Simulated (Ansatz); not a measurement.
BH2ClF: geometry relaxation

BH2ClF, multiplicity 2, computed with UKS PBE0-D4/def2-SVP (Ansatz 0.2.0).

The input holds or restrains some coordinates. Forces given for the steps count only the free coordinates. It belongs to a series of runs on one base structure; here: pulled along the bonds that form and break, towards end B. Figures and captions count atoms from 1; the log counts them from 0 in places.

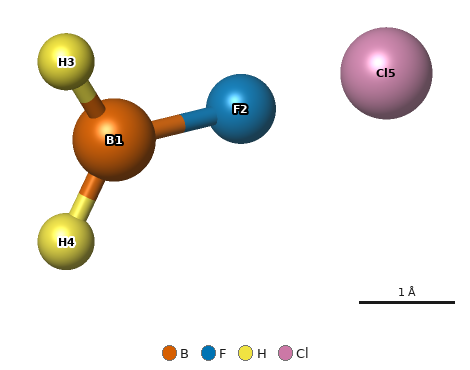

*The starting structure (ball-and-stick view, seen at a tilt; atoms are numbered from 1 in the order of the input).*

## Results in brief

```csv
quantity,value
outcome,converged under the restraints of the input
total energy,−15927.9694 eV
mean-field energy,−15927.9300 eV
⟨S²⟩,0.753
"largest force (length of the vector) at the end, held atoms and coordinates included",2.888 eV/Å
hardware,"1 thread of Arm Neoverse V2, 24 GiB of memory available, shared host"
wall time,14 s
peak memory,0.14 GiB
```

## Input file
```yaml
crystal:
  periodic: [false, false, false]
  atoms:
    - { symbol: B, position_ang: [0.0, 0.0, 0.0] }
    - { symbol: F, position_ang: [0.0, 0.0, 1.57] }
    - { symbol: H, position_ang: [1.0305, 0.0, -0.595] }
    - { symbol: H, position_ang: [-1.0305, 0.0, -0.595] }
    - { symbol: Cl, position_ang: [0.0, 0.0, 3.37] }
magnetization:
  spin_polarized: true
  initial_magnetization: 1
basis:
  gaussian: { orbitals: def2-SVP }
hamiltonian:
  xc: pbe0
  dispersion: d4
relax:
  f_tol: 0.15
  max_steps: 25
  restrain:
    - { distance: [1, 4], at: 1.5, k: 30.0 }
    - { distance: [0, 1], at: 2.52, k: 30.0 }
```

Run as:
```bash
ansatz run input.yaml --threads 1 --pin off --max-ram 2048MiB --backend cpu --events-out ev --progress --plain --runs-dir out
```

## Output
```
The last accepted step is kept in [file] (removed where the run ends without a failure and the disk answers)
Engine: ansatz 0.2.0, aarch64-unknown-linux-gnu
Functional definition: PBE0
  parameter a = 0.25
  parameter kappa = 0.804
  parameter beta = 0.06672455060314922
  exchange = (1 - a)*pbe_x(kappa = kappa, mu = beta*pi^2/3) + a*exact_x
  correlation = pbe_c(beta = beta)
585 factors; integrals over basis functions are off by at most 3.8e-4 eV
mean field evaluation 1: about -15929.9268 eV, gradient 1.1e1 eV
mean field evaluation 2: about -15929.9888 eV, gradient 1.2e1 eV
mean field evaluation 4: about -15930.4073 eV, gradient 4.7e-1 eV
mean field evaluation 8: about -15930.4402 eV, gradient 4.7e-2 eV
mean field evaluation 16: about -15930.4402 eV, gradient 4.1e-5 eV
mean field -15930.44020936 eV, -585.4328796538 hartree, gradient 4.1e-5 eV, S^2 0.752358; 0 other end points of the search recorded, 0 dependent functions left out
the calculation of the forces begins
reference -15930.44022969 eV, -585.4328804009 hartree; 17, 16 occupied and 39, 40 virtual orbitals, 585 factors
relax step   1: F+E_penalty+E_count = -15930.48381489 eV  Δ(F+E_penalty+E_count) = +0.000e0 eV  max|allowed force component| = 1.113e1 eV/Å  E_restraint = 14.88750000 eV  max|allowed force component, restraints' pulls added| = 2.637e1 eV/Å  Δτ_max = 0.0000 Å  (31 SCF iters, accepted)
  distance F 1 - Cl 4 = 1.8000 Å
  distance B 0 - F 1 = 1.5700 Å
these checks for a lower state are left out or cut short: starts, cluster_reference, orbital_swaps, neighbouring_geometries, increment
585 factors; integrals over basis functions are off by at most 4.3e-4 eV
mean field -15929.03080355 eV, -585.3810849455 hartree, gradient 1.4e-5 eV, S^2 0.760133; 0 other end points of the search recorded, 0 dependent functions left out
the calculation of the forces begins
reference -15929.03082467 eV, -585.3810857216 hartree; 17, 16 occupied and 39, 40 virtual orbitals, 585 factors
relax step   2: F+E_penalty+E_count = -15929.07523143 eV  Δ(F+E_penalty+E_count) = +1.409e0 eV  max|allowed force component| = 7.527e0 eV/Å  E_restraint = 6.29269222 eV  max|allowed force component, restraints' pulls added| = 1.832e1 eV/Å  Δτ_max = 0.1870 Å  (40 SCF iters, accepted)
  distance F 1 - Cl 4 = 1.7750 Å
  distance B 0 - F 1 = 1.9336 Å
these checks for a lower state are left out or cut short: starts, cluster_reference, orbital_swaps, neighbouring_geometries, increment
585 factors; integrals over basis functions are off by at most 4.9e-4 eV
mean field evaluation 32: about -15928.0685 eV, gradient 5.0e-4 eV
mean field -15928.06845569 eV, -585.3457193139 hartree, gradient 8.2e-6 eV, S^2 0.756972; 0 other end points of the search recorded, 0 dependent functions left out
the calculation of the forces begins
reference -15928.06847759 eV, -585.3457201188 hartree; 17, 16 occupied and 39, 40 virtual orbitals, 585 factors
relax step   3: F+E_penalty+E_count = -15928.11041991 eV  Δ(F+E_penalty+E_count) = +9.648e-1 eV  max|allowed force component| = 3.350e0 eV/Å  E_restraint = 1.02447919 eV  max|allowed force component, restraints' pulls added| = 7.640e0 eV/Å  Δτ_max = 0.1946 Å  (59 SCF iters, accepted)
  distance F 1 - Cl 4 = 1.6587 Å
  distance B 0 - F 1 = 2.3124 Å
these checks for a lower state are left out or cut short: starts, cluster_reference, orbital_swaps, neighbouring_geometries, increment
587 factors; integrals over basis functions are off by at most 5.5e-4 eV
mean field -15927.16532567 eV, -585.3125298980 hartree, gradient 1.1e-5 eV, S^2 0.751956; 0 other end points of the search recorded, 0 dependent functions left out
the calculation of the forces begins
reference -15927.16534782 eV, -585.3125307120 hartree; 17, 16 occupied and 39, 40 virtual orbitals, 587 factors
relax step   4: F+E_penalty+E_count = -15927.20669830 eV  Δ(F+E_penalty+E_count) = +9.037e-1 eV  max|allowed force component| = 9.308e0 eV/Å  E_restraint = 0.03551408 eV  max|allowed force component, restraints' pulls added| = 1.021e1 eV/Å  Δτ_max = 0.2000 Å  (39 SCF iters, accepted)
  distance F 1 - Cl 4 = 1.4700 Å
  distance B 0 - F 1 = 2.4817 Å
these checks for a lower state are left out or cut short: starts, cluster_reference, orbital_swaps, neighbouring_geometries, increment
585 factors; integrals over basis functions are off by at most 6.8e-4 eV
mean field -15927.91427833 eV, -585.3400534006 hartree, gradient 2.7e-5 eV, S^2 0.752912; 0 other end points of the search recorded, 0 dependent functions left out
the calculation of the forces begins
reference -15927.91430052 eV, -585.3400542162 hartree; 17, 16 occupied and 39, 40 virtual orbitals, 585 factors
relax step   5: F+E_penalty+E_count = -15927.95389256 eV  Δ(F+E_penalty+E_count) = -7.472e-1 eV  max|allowed force component| = 3.075e0 eV/Å  E_restraint = 0.14081606 eV  max|allowed force component, restraints' pulls added| = 3.595e-1 eV/Å  Δτ_max = 0.1085 Å  (38 SCF iters, accepted)
  distance F 1 - Cl 4 = 1.5969 Å
  distance B 0 - F 1 = 2.5221 Å
these checks for a lower state are left out or cut short: starts, cluster_reference, orbital_swaps, neighbouring_geometries, increment
585 factors; integrals over basis functions are off by at most 6.8e-4 eV
mean field -15927.92997616 eV, -585.3406302851 hartree, gradient 1.9e-5 eV, S^2 0.752693; 0 other end points of the search recorded, 0 dependent functions left out
the calculation of the forces begins
reference -15927.92999874 eV, -585.3406311148 hartree; 17, 16 occupied and 39, 40 virtual orbitals, 585 factors
relax step   6: F+E_penalty+E_count = -15927.96940408 eV  Δ(F+E_penalty+E_count) = -1.551e-2 eV  max|allowed force component| = 2.888e0 eV/Å  E_restraint = 0.14829589 eV  max|allowed force component, restraints' pulls added| = 9.444e-2 eV/Å  Δτ_max = 0.0393 Å  (38 SCF iters, accepted)
  distance F 1 - Cl 4 = 1.5994 Å
  distance B 0 - F 1 = 2.5224 Å
585 factors; integrals over basis functions are off by at most 6.8e-4 eV
mean field evaluation 64: about -15927.8657 eV, gradient 3.1e0 eV
```

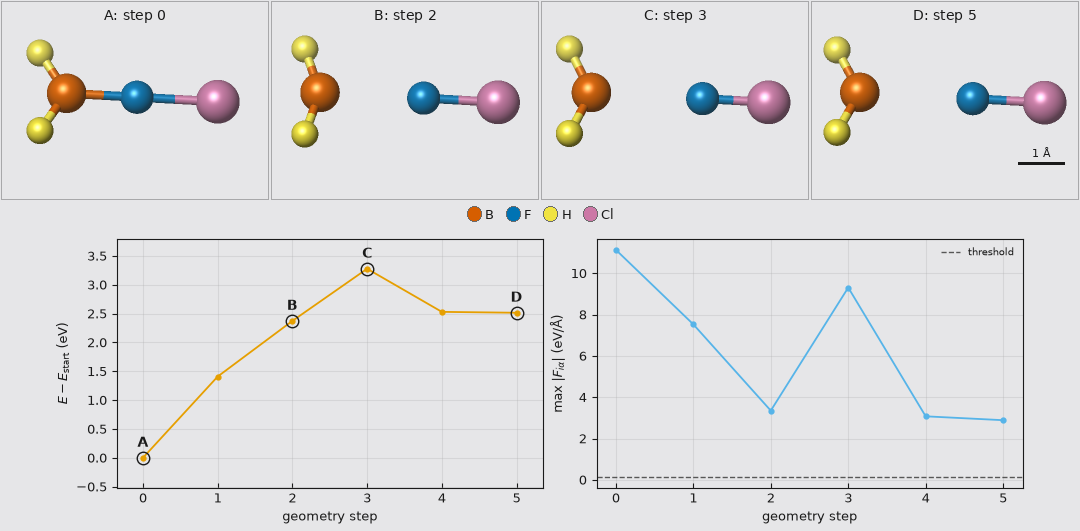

*Frames of the restrained relaxation (ball-and-stick view, seen at a tilt) above the curves, on which the letters mark them (the first geometry is step 0 here and step 1 in the log).*

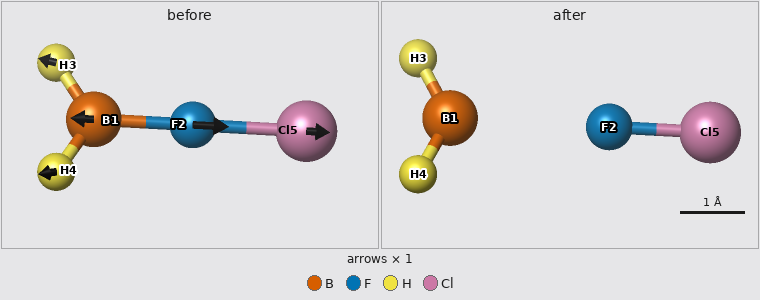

*Before (left) and after (right) the restrained relaxation, at one scale (ball-and-stick view, seen at a tilt). The black arrows give the displacements, at true length.*

The largest move after the best rigid fit is that of F2, 0.58 Å. Largest moves by element: F 0.58 Å, Cl 0.38 Å, B 0.38 Å, H 0.30 Å. Among the contacts that change: B1–F2 1.570 → 2.522 Å, F2–Cl5 1.800 → 1.599 Å, B1–H3 1.190 → 1.207 Å. Bonds break: B1–F2 (1.57 → 2.52 Å). Among the angles that change: H3–B1–H4 120.0° → 130.3°. Over 5 geometry steps the energy rises by 2.514 eV. Largest force component: 11 eV/Å at the start, 2.9 eV/Å at the end. (Atoms are counted from 1 in the order of the input.)

```
mean field -15927.92997616 eV, -585.3406302851 hartree, gradient 1.9e-5 eV, S^2 0.752693; 3 other end points of the search recorded, 0 dependent functions left out
the calculation of the forces begins
reference -15927.92999874 eV, -585.3406311148 hartree; 17, 16 occupied and 39, 40 virtual orbitals, 585 factors
Total energy: -15927.96942666 eV, -585.3420800644 hartree
Atom 0 at    -0.000006     0.000058    -0.375811 Å, force     0.000047    -0.000419    -0.151891 eV/Å
Atom 1 at     0.000085    -0.000669     2.146551 Å, force     0.000211    -0.001585    -2.840715 eV/Å
Atom 2 at     1.095387     0.000091    -0.883355 Å, force    -0.081781     0.000121     0.052489 eV/Å
Atom 3 at    -1.095407     0.000091    -0.883337 Å, force     0.081756     0.000121     0.052491 eV/Å
Atom 4 at    -0.000059     0.000429     3.745953 Å, force    -0.000234     0.001762     2.887625 eV/Å
Dipole moment:    -0.000017     0.000148    -0.091582 e Å
```

## Trajectory as extended XYZ (Å, eV, eV/Å), 6 frames, from step=1 to step=6
```
5
Properties=species:S:1:pos:R:3:forces:R:3 step=1 energy=-15930.48381
B     0.0000    0.0000    0.0000    0.0000   0.0000   3.0746
F     0.0000    0.0000    1.5700    0.0000   0.0000 -11.1342
H     1.0305    0.0000   -0.5950    0.5291   0.0000   0.4400
H    -1.0305    0.0000   -0.5950   -0.5291   0.0000   0.4400
Cl    0.0000    0.0000    3.3700    0.0000   0.0000   7.1796
5
Properties=species:S:1:pos:R:3:forces:R:3 step=2 energy=-15929.07523
B     0.0000    0.0000   -0.1766    0.0000   0.0000   2.1807
F     0.0000    0.0000    1.7570    0.0000   0.0000  -7.5274
H     1.0899    0.0000   -0.6813    0.0284   0.0000   0.3595
H    -1.0899    0.0000   -0.6813   -0.0284   0.0000   0.3595
Cl    0.0000    0.0000    3.5321    0.0000   0.0000   4.6278
5
Properties=species:S:1:pos:R:3:forces:R:3 step=3 energy=-15928.11042
B     0.0000    0.0000   -0.3711    0.0000   0.0000   1.1149
F     0.0000    0.0000    1.9412    0.0000   0.0000  -3.3500
H     1.1296    0.0000   -0.7100    0.2991   0.0000  -0.3531
H    -1.1296    0.0000   -0.7100   -0.2991   0.0000  -0.3531
Cl    0.0000    0.0000    3.6000    0.0000   0.0000   2.9414
5
Properties=species:S:1:pos:R:3:forces:R:3 step=4 energy=-15927.20670
B     0.0000    0.0000   -0.3405    0.0000   0.0000  -0.6210
F     0.0000    0.0000    2.1412    0.0000   0.0000  -8.8105
H     1.1232    0.0000   -0.8310   -0.5245   0.0000   0.0620
H    -1.1232    0.0000   -0.8310    0.5245   0.0000   0.0620
Cl    0.0000    0.0000    3.6112    0.0000   0.0000   9.3075
5
Properties=species:S:1:pos:R:3:forces:R:3 step=5 energy=-15927.95389
B     0.0000    0.0000   -0.3993    0.0000   0.0000   0.2953
F     0.0000    0.0000    2.1228    0.0000   0.0000  -3.0342
H     1.1094    0.0000   -0.8466    0.0501   0.0000  -0.1681
H    -1.1094    0.0000   -0.8466   -0.0501   0.0000  -0.1681
Cl    0.0000    0.0000    3.7197    0.0000   0.0000   3.0751
5
Properties=species:S:1:pos:R:3:forces:R:3 step=6 energy=-15927.96940
B     0.0000    0.0001   -0.3758    0.0000  -0.0004  -0.1519
F     0.0001   -0.0007    2.1466    0.0002  -0.0016  -2.8407
H     1.0954    0.0001   -0.8834   -0.0818   0.0001   0.0525
H    -1.0954    0.0001   -0.8833    0.0818   0.0001   0.0525
Cl   -0.0001    0.0004    3.7460   -0.0002   0.0018   2.8876
```
